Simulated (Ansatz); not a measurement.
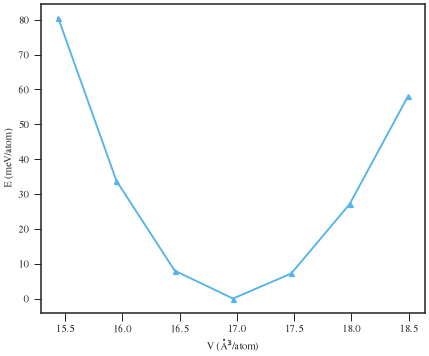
Figure. GeMo (rock salt, Fm-3m) under volume change, plane-wave PAW PBE (Ansatz code), scaled uniformly.

Task: What does a third-order Birch–Murnaghan fit give for V₀, B₀ and B′?

Result: V₀ = 16.97 Å³/atom, B₀ = 158 GPa, B′ = 4.5.

The cell is a constructed one: a structure type filled with these elements; neither database checked (COD, Materials Project) lists it. Whether it is the stable phase at ambient conditions was not checked. The cell was relaxed with PBE under the symmetry of its start; its stability against distortions is not shown here. The run is not spin-polarised.

Potentials: the later of the program's two PAW sets.
